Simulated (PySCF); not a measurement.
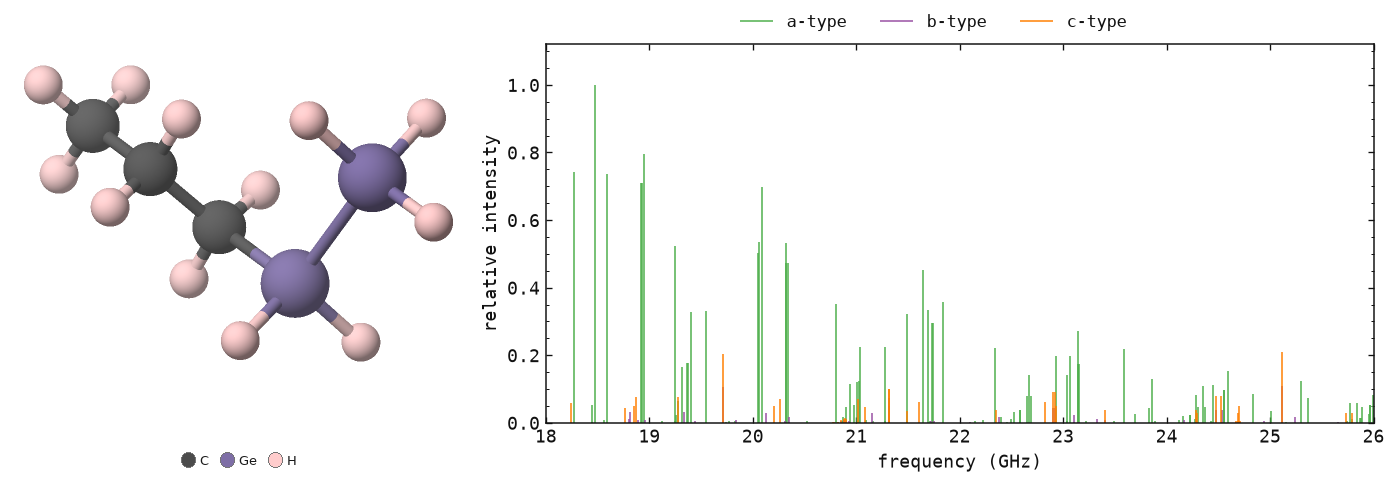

C₃H₁₂Ge₂, SMILES CC[CH2][GeH2][GeH3], singlet. Simulated rotational absorption lines between 18 and 26 GHz at 1.5 K: rigid rotor with the equilibrium constants and dipole of one optimised conformer (PBE0-D3(BJ)/def2-SVP, PySCF 2.14.0), commonest isotopes; no centrifugal distortion, hyperfine structure, internal rotation or nuclear-spin weights; lines within 1 MHz of each other are summed. Lines of different type are drawn apart.

### What are the rotational constants, and what kind of rotor is it?

Rotational constants A, B, C = 2.702, 0.8932, 0.7040 GHz; Ray's κ = −0.81, an asymmetric top on the prolate side.

### Assign the strongest lines, as J(Ka,Kc).

```
  GHz     upper     lower  type  relative intensity
18.48   11(2,9)   10(2,8)     a                1.00
18.95  12(1,11)  11(1,10)     a                0.80
18.27   11(3,8)   10(3,7)     a                0.74
18.59  12(2,11)  11(2,10)     a                0.74
```

Known limits of this run: coarse grid, loose stop and no frequency check, small forces are noise and the end may be a saddle.
